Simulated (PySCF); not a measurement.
**NMR shielding calculation of C₆H₁₃FOSi₂**

System: C₆H₁₃FOSi₂.
Method: GIAO PBE0/pcSseg-1 NMR shielding, non-relativistic, gas phase (PySCF 2.14.0).

The geometry comes from this level: GFN2-xTB. It belongs to a series of runs on one base structure; here: H on C replaced by OCH3. Figures and captions count atoms from 1; the log counts them from 0 in places.

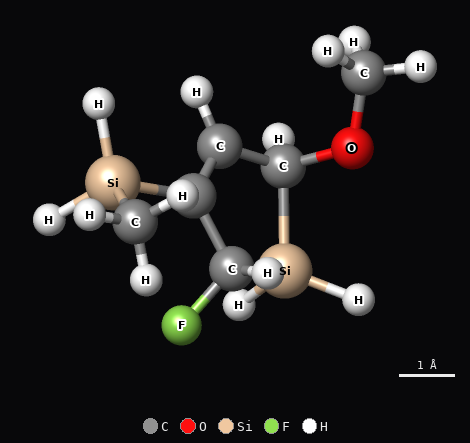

**Figure 1.** The input geometry (ball-and-stick view, seen at a tilt).

The input:
```
{"job": {"kind": "nmr", "xc": "PBE0", "basis": "pcSseg-1"}, "charge": 0, "multiplicity": 1}
C     -2.754979     0.834714     1.602902
O     -2.226279     1.196093     0.352234
C     -1.904220     0.094270    -0.498436
C     -0.812386    -0.782349     0.056738
C      0.449972    -0.529744    -0.277058
Si     1.950518    -1.538938     0.271501
C      3.355071    -0.360110     0.758986
C      0.658932     0.638014    -1.201565
F      1.660698     0.356302    -2.127810
Si    -1.070008     0.964571    -1.987392
H     -2.003872     0.347020     2.234274
H     -3.081026     1.757749     2.080166
H     -3.613518     0.161264     1.487070
H     -2.816102    -0.493007    -0.679796
H     -1.071256    -1.586192     0.730492
H      2.365577    -2.403531    -0.838347
H      1.542222    -2.357335     1.422903
H      3.065195     0.303120     1.570043
H      3.653037     0.254674    -0.085313
H      4.229951    -0.915773     1.083052
H      1.036847     1.497758    -0.634575
H     -1.186361     0.215750    -3.238786
H     -1.432766     2.372665    -2.071206
```

The first line tells a small driver script what to run in PySCF; the rest is the geometry in Å.

Machine: 1 CPU thread, shared host.

Launched with:
```bash
OMP_NUM_THREADS=1 python <driver script> task.json out
```

Log:
```
coarse grid: 20000 points
cycle   1  E = -989.5192558309  dE =  1.062e+00  |g| = 7.256e-01  |ddm| = 4.301e+00
cycle   2  E = -989.4406122168  dE =  7.864e-02  |g| = 1.003e+00  |ddm| = 1.488e+00
cycle   3  E = -989.6197914301  dE = -1.792e-01  |g| = 1.126e-01  |ddm| = 9.447e-01
cycle   4  E = -989.6218235966  dE = -2.032e-03  |g| = 4.651e-02  |ddm| = 1.266e-01
cycle   5  E = -989.6223064898  dE = -4.829e-04  |g| = 7.837e-03  |ddm| = 4.817e-02
cycle   6  E = -989.6223162620  dE = -9.772e-06  |g| = 3.426e-03  |ddm| = 9.632e-03
cycle   7  E = -989.6223186433  dE = -2.381e-06  |g| = 7.222e-04  |ddm| = 3.315e-03
final grid: 183752 points
cycle   8  E = -989.6989594251  dE = -3.936e-05  |g| = 1.266e-02  |ddm| = 3.572e-02
cycle   9  E = -989.6989255484  dE =  3.388e-05  |g| = 1.849e-02  |ddm| = 2.311e-02
cycle  10  E = -989.6989922599  dE = -6.671e-05  |g| = 1.576e-03  |ddm| = 1.398e-02
cycle  11  E = -989.6989927617  dE = -5.019e-07  |g| = 2.732e-04  |ddm| = 1.648e-03
cycle  12  E = -989.6989927774  dE = -1.569e-08  |g| = 7.698e-05  |ddm| = 3.288e-04
cycle  13  E = -989.6989927784  dE = -9.343e-10  |g| = 3.902e-05  |ddm| = 8.337e-05
cycle  14  E = -989.6989927786  dE = -2.706e-10  |g| = 7.091e-06  |ddm| = 3.388e-05
```

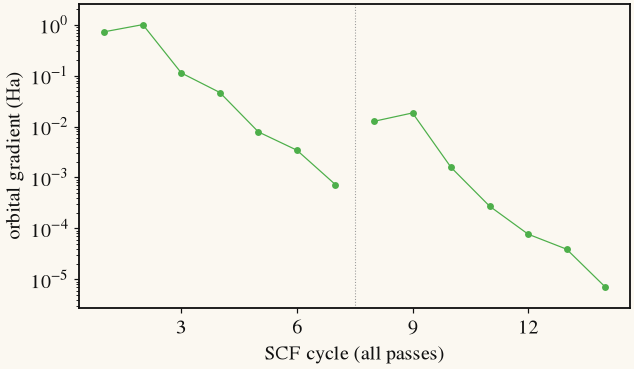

**Figure 2.** Convergence of the self-consistent field: orbital gradient against the SCF cycle. The dotted line marks the change from a coarse to the final integration grid. The first 7 cycles use a coarse grid, the final grid takes over at cycle 8, and the field converges after 14 cycles in all.

```
converged SCF energy = -989.6989927786

GIAO shielding tensors (ppm)
atom      isotropic    diamagn.    paramagn.     s11        s22        s33       span
  0 C      126.439     245.617    -119.178     91.195    106.383    181.739     90.544
  1 O      285.103     398.415    -113.312    237.565    286.610    331.135     93.570
  2 C      107.591     252.531    -144.940     84.315     94.765    143.693     59.378
  3 C       37.823     257.698    -219.875    -77.963     48.515    142.918    220.881
  4 C       22.228     263.696    -241.468    -78.209      8.161    136.733    214.943
  5 Si     397.799     882.331    -484.532    358.749    399.371    435.277     76.528
  6 C      194.330     253.182     -58.852    191.959    193.773    197.257      5.298
  7 C       88.771     250.100    -161.329     41.223     79.608    145.481    104.259
  8 F      422.550     474.332     -51.782    387.863    417.893    461.894     74.030
  9 Si     366.889     880.793    -513.904    309.641    381.604    409.423     99.781
 10 H       28.163      31.595      -3.432     23.731     27.105     33.652      9.921
 11 H       28.004      28.652      -0.648     23.867     25.443     34.702     10.835
 12 H       28.675      29.043      -0.368     25.095     26.249     34.681      9.586
 13 H       27.643      32.223      -4.580     25.060     27.265     30.604      5.544
 14 H       24.872      35.708     -10.836     22.901     23.062     28.652      5.751
 15 H       27.068      29.681      -2.613     24.063     25.395     31.746      7.682
 16 H       27.276      30.478      -3.201     23.502     26.457     31.871      8.369
 17 H       31.450      32.293      -0.843     27.074     29.113     38.164     11.090
 18 H       30.985      30.989      -0.005     25.660     29.986     37.308     11.647
 19 H       31.494      26.929       4.565     26.820     27.865     39.796     12.976
 20 H       25.514      32.966      -7.452     23.783     25.205     27.555      3.771
 21 H       27.334      29.121      -1.787     24.250     25.371     32.382      8.133
 22 H       27.271      29.207      -1.936     23.942     25.293     32.579      8.637
```

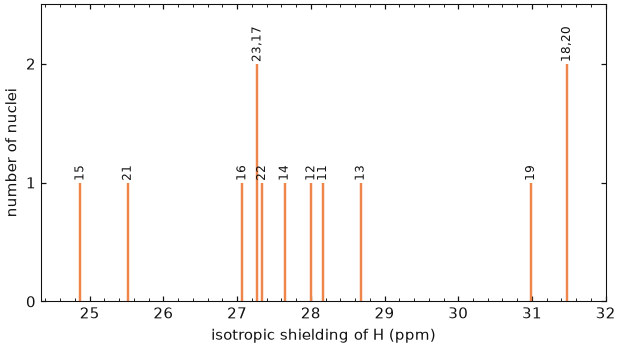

**Figure 3.** Isotropic shieldings of the hydrogen nuclei in this fixed geometry, labelled by atom number; shielding grows to the right, so chemical shift grows to the left. The least shielded is H15 (24.9 ppm), the most shielded H20 (31.5 ppm).

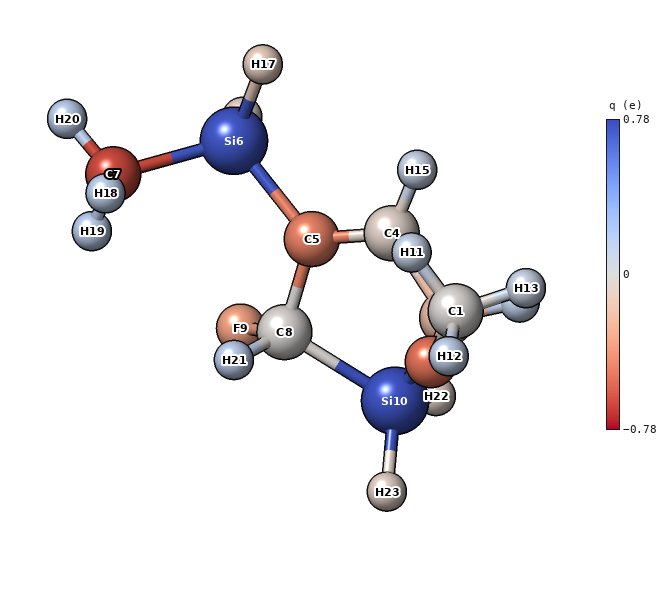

**Figure 4.** Mulliken charges, as the colour of each atom (ball-and-stick view, seen at a tilt; atoms are numbered from 1 in the order of the input). By element: C −0.64 to −0.02, O −0.52, Si +0.73 to +0.74, F −0.34 and H −0.11 to +0.15 e.

Results in brief:

```json
{"quantity": "outcome", "value": "converged"}
{"quantity": "total energy", "value": "−989.698993 hartree"}
{"quantity": "HOMO", "value": "−7.30 eV"}
{"quantity": "LUMO", "value": "−0.67 eV"}
{"quantity": "dipole moment", "value": "2.07 D"}
{"quantity": "isotropic shielding, C", "value": "22.2 to 194.3 ppm"}
{"quantity": "isotropic shielding, O", "value": "285.1 ppm"}
{"quantity": "isotropic shielding, Si", "value": "366.9 to 397.8 ppm"}
{"quantity": "isotropic shielding, F", "value": "422.6 ppm"}
{"quantity": "isotropic shielding, H", "value": "24.9 to 31.5 ppm"}
{"quantity": "wall time", "value": "2.2 min"}
{"quantity": "peak memory", "value": "1.1 GiB"}
```
